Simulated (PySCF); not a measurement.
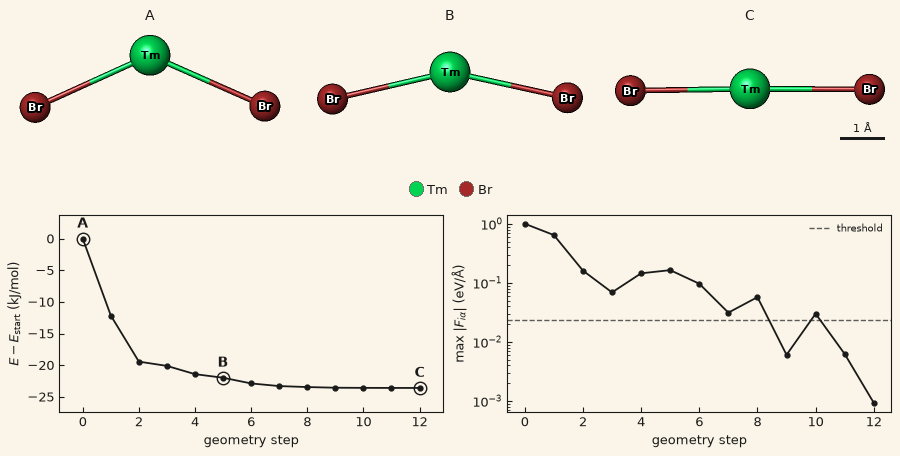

Frames of a relaxation of TmBr2, marked on the history of the run. A ball-and-stick model, seen face on.

Level of theory: PySCF, RKS PBE0, Tm lcecp-0-SVP with ECP59, Br def2-SVP; non-relativistic Hamiltonian with scalar-relativistic core potentials; density fitting. Set-up: symmetry kept (C2v).

**What happens along the run?**

The Tm atom moves most after the best rigid fit: 0.76 Å. Largest moves by element: Tm 0.76 Å, Br 0.40 Å. Some distances before and after: Br–Tm 2.874 → 2.729 Å. Among the angles between lasting bonds that change: Br–Tm–Br 131.8° → 178.9°. The energy falls by 23.6 kJ/mol in 12 geometry steps. The largest force component goes from 1 to 0.00093 eV/Å. Cost: 43 s on 2 threads of Arm Neoverse V2, with other jobs on the host, peak memory 0.66 GiB. From step 0 to 5: the Tm atom moves most (0.38 Å), energy −22.0 kJ/mol. From step 5 to 12: the Tm atom moves most (0.38 Å), energy −1.61 kJ/mol.
